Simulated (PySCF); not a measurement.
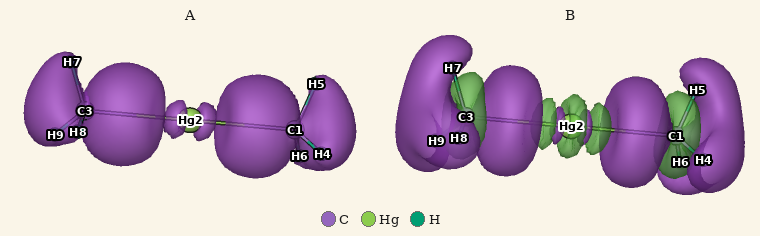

C2H6Hg, SMILES `C[Hg]C`. The Fukui function f⁻ from two separate SCF calculations and the density of the HOMO, at ±0.015 e/Å³ (purple positive, green negative).

PySCF calculation, ωB97X/def2-TZVP, gas phase; geometry: GFN2-xTB. Core potentials replace the inner electrons of Hg; spin–orbit coupling isn't included. No frequency check shows the geometry to be a minimum. GFN2-xTB bond lengths at metals and heavier atoms can be off by up to 0.1 Å and shapes distorted, which carries into these values.

Cartesian coordinates (Å):

```
C1       2.3472   -0.0011   -0.0006
Hg2      0.0000    0.0002    0.0001
C3      -2.3472    0.0001    0.0005
H4       2.7303   -0.7277    0.7167
H5       2.7306    0.9833    0.2703
H6       2.7300   -0.2588   -0.9882
H7      -2.7301    0.9880    0.2588
H8      -2.7304   -0.7264    0.7180
H9      -2.7306   -0.2703   -0.9835
```

Q: Which panel is which, and how good is the frozen-orbital picture?

A: B is f⁻ (it has negative regions), A the HOMO density. The HOMO lies on C1 and C3 (30 % each) and Hg2 (22 %); f⁻ (Hirshfeld-condensed) is largest on Hg2 (0.20) and C1 and C3 (0.19 each); the vertical ionisation energy is 8.70 eV (the stability of the cation's solution wasn't checked). Relaxation shifts 23 % of the electron between atoms. The orbital energy is −8.88 eV.
